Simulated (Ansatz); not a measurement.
# BF$_{2}$H···HF: what the fields show

Input

```
crystal:
  periodic: [false, false, false]
  atoms:
    - { symbol: B, position_ang: [-0.009886, 0.255083, -0.02092] }
    - { symbol: H, position_ang: [-0.02107, 0.381703, 1.169648] }
    - { symbol: F, position_ang: [1.124183, 0.256152, -0.686368] }
    - { symbol: F, position_ang: [-1.133527, 0.226296, -0.702996] }
    - { symbol: F, position_ang: [0.032883, -2.083982, 0.906367] }
    - { symbol: H, position_ang: [0.113318, -1.437852, 1.564668] }
basis:
  gaussian: { orbitals: def2-SVP }
hamiltonian:
  xc: b3lyp
relax:
  f_tol: 0.03
  max_steps: 50
output:
  orbitals: {}
```

Command:

```sh
ansatz run input.yaml --threads 1 --pin off --max-ram 2048MiB --backend cpu --events-out ev --progress --plain --runs-dir out
```

The fields are those of the run's last geometry, not of the input's.

The calculation used RKS B3LYP/def2-SVP in Ansatz.

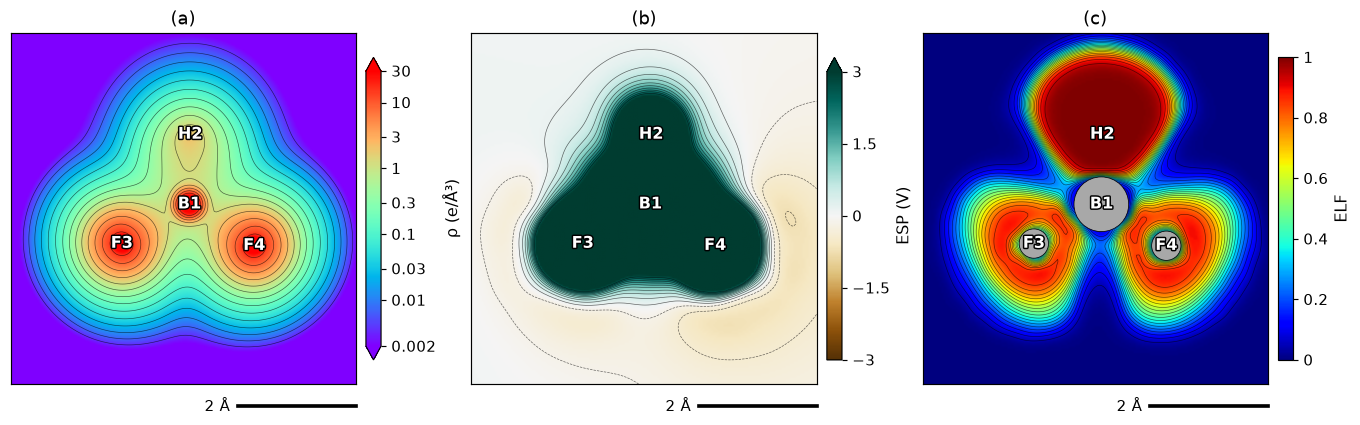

Figure 1. (a) electron density; (b) electrostatic potential; (c) electron localisation function on the plane of atoms F3, B1 and F4. Grey discs cover the atomic cores in the ELF map.

### Read the bonding off the picture.

- Atoms in the plane: B, H and F.
- B–F (1.32 Å): ρ at the midpoint is about 2.2 e/Å³; the ELF peaks at about 0.85 between the atoms: a polar covalent bond.
- B–H (1.20 Å): the density is about 1.3 e/Å³ at the midpoint; the ELF climbs to about 1 towards the hydrogen, as it does in any bond to H; a covalent bond by its length.
- The ELF also peaks beside F3 and F4, away from the bonds: lone-pair regions.
- Outside the dense part of the complex the potential is most negative (−0.7 V) near F4.

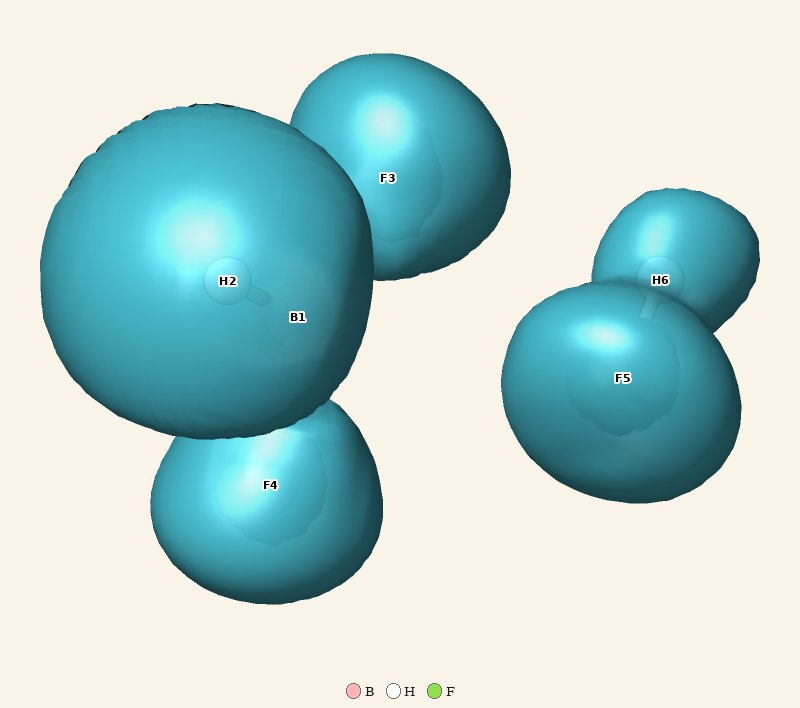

Figure 2. Isosurface of the ELF at 0.75 (cyan), seen at a tilt. Core shells and regions of very low density are left out.

### Describe the localisation domains.

At this value the surface marks out one region around a hydrogen nucleus, two regions on F in which the atom's valence shell and bonds are merged and one joined region spread over several atoms (F, H), in which their bonds and any lone pairs are merged. Profiles from the grid: B1···F5 (2.41 Å): the ELF is about 0.10 at the midpoint.

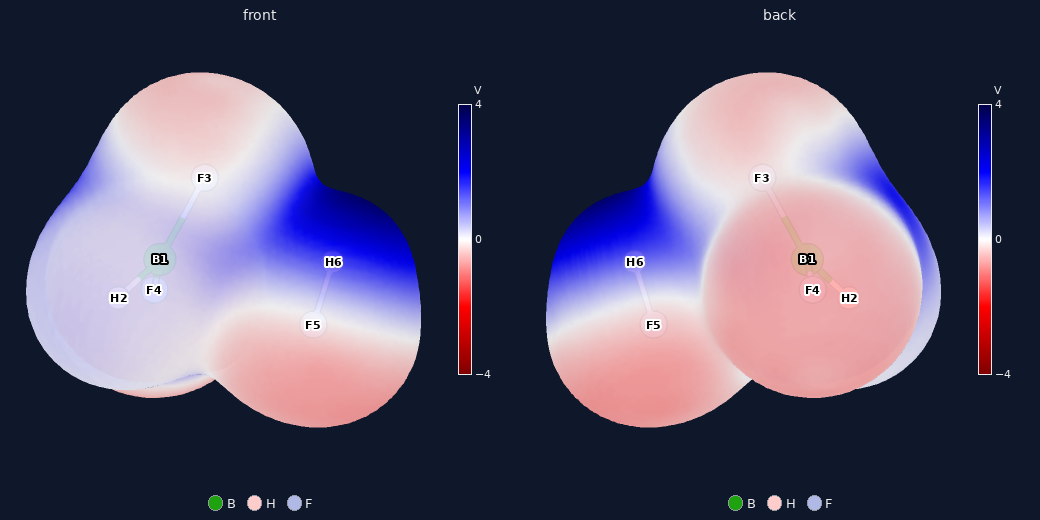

Figure 3. The electrostatic potential painted on the density surface at 0.002 e/bohr³, seen from the front and from behind; red is negative and blue positive.

### Which sites attract a positive test charge, and which a negative one?

A positive charge is drawn to the negative regions and a negative charge to the positive ones. The most negative region (about −0.8 V) lies over F5, the most positive (about +3.5 V) over H6.
